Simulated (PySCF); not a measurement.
## Run report: WNH₂O₂, frequency calculation

WNH₂O₂, multiplicity 2, computed with UKS-based PBE0, W def2-TZVP with ECP60, N def2-TZVP, O def2-TZVP, H def2-TZVP; non-relativistic Hamiltonian with a scalar-relativistic core potential; density fitting (PySCF 2.14.0).

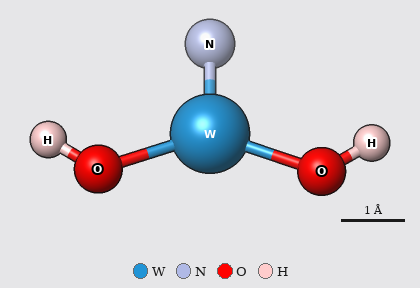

Figure 1. The input geometry (ball-and-stick view, seen at a tilt). Sticks mark near contacts. Bond lengths as drawn: H–O 0.96 Å, N–W 1.66 Å and O–W 1.90 Å.

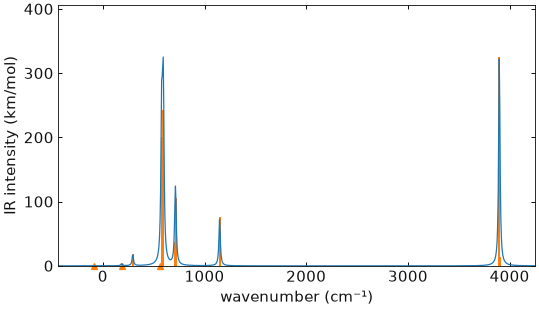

Figure 2. Harmonic infrared spectrum, unscaled: sticks (degenerate modes added up, dark ones marked on the axis) with a Lorentzian envelope of 16 cm⁻¹ full width, scaled to the tallest stick; imaginary modes are drawn at negative wavenumbers. 12 modes from 88i to 3902 cm⁻¹, 1 imaginary beyond 8i (88i cm⁻¹): not a clean minimum; so soft a mode can be a shallow saddle, an incomplete relaxation or noise of the force constants. The strongest line is at 3899 cm⁻¹ (325 km/mol). All modes, in cm⁻¹ (km/mol): 88i (0.0), 184 (3.3), 295 (18.3), 563 (0.0), 578 (201), 587 (119), 596 (243), 709 (37), 716 (105), 1149 (77), 3899 (325), 3902 (13.9).

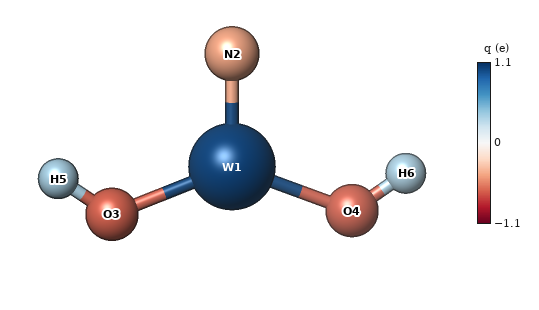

Figure 3. Mulliken charges, as the colour of each atom (ball-and-stick view, seen on its broad side; atoms are numbered from 1 in the order of the input; Mulliken charges depend strongly on the basis). By element: W +1.01, N −0.43, O −0.65 and H +0.36 e.

The input and output of the run follow.

### Input file
```python
from pyscf import gto, scf, dft
mol = gto.M(atom='''
W      0.000000     0.000000    -0.005927
N      0.000000     0.000000     1.658277
O      1.744796    -0.330145    -0.682673
O     -1.744796     0.330145    -0.682673
H      2.525907    -0.477944    -0.144917
H     -2.525907     0.477944    -0.144917''',
    basis={'W': 'def2-TZVP', 'N': 'def2-TZVP', 'O': 'def2-TZVP', 'H': 'def2-TZVP'},
    ecp={'W': 'def2-TZVP'},
    charge=0, spin=1)
mf = dft.UKS(mol, xc='PBE0')
mf.grids.atom_grid = (75, 302)
aux = {'W': 'def2-universal-JKFIT', 'N': 'def2-universal-JKFIT', 'O': 'def2-universal-JKFIT', 'H': 'def2-universal-JKFIT'}
mf = mf.density_fit(auxbasis=aux)
mf.conv_tol = 1e-09
mf.diis_space = 10
mf.max_cycle = 60
mf.verbose = 4
mf.kernel()
```

The script is an equivalent of the set-up of the self-consistent field. The run itself was carried out by a driver, which started from the orbitals of the step before it where there was one and computed the further properties.

Run as:
```bash
OMP_NUM_THREADS=4 python axn.py task.json out
```

### What the program printed
```
init E= -273.412007638637
  alpha nocc = 20  HOMO = -0.254430637267838  LUMO = -0.0646046354925716
  beta  nocc = 19  HOMO = -0.304086016814712  LUMO = -0.112016558548454
  HOMO = -0.254430637268  LUMO = -0.112016558548  gap/eV = 3.87528
cycle= 1 E= -273.412007638633  delta_E= 4.32e-12  |g|= 1.02e-06  |ddm|= 1.18e-06
  alpha nocc = 20  HOMO = -0.254430940673419  LUMO = -0.0646050458402989
  beta  nocc = 19  HOMO = -0.304086044430916  LUMO = -0.11201690209559
  HOMO = -0.254430940673  LUMO = -0.112016902096  gap/eV = 3.87528
Extra cycle  E= -273.412007638629  delta_E= 4.21e-12  |g|= 3.19e-06  |ddm|= 2.5e-06
converged SCF energy = -273.412007638629  <S^2> = 0.76182134  2S+1 = 2.0117866
```

### Summary

- outcome: converged
- total energy: −273.412008 hartree
- ⟨S²⟩: 0.762
- zero-point energy: 0.030019 hartree
- dipole moment: 1.50 D
- wavenumbers, lowest and highest: 88i and 3902 cm⁻¹
- hardware: 4 threads of Arm Neoverse V2, 24 GiB of memory available, shared host
- wall time: 1.8 min (CPU time 6 min)
- peak memory: 2 GiB
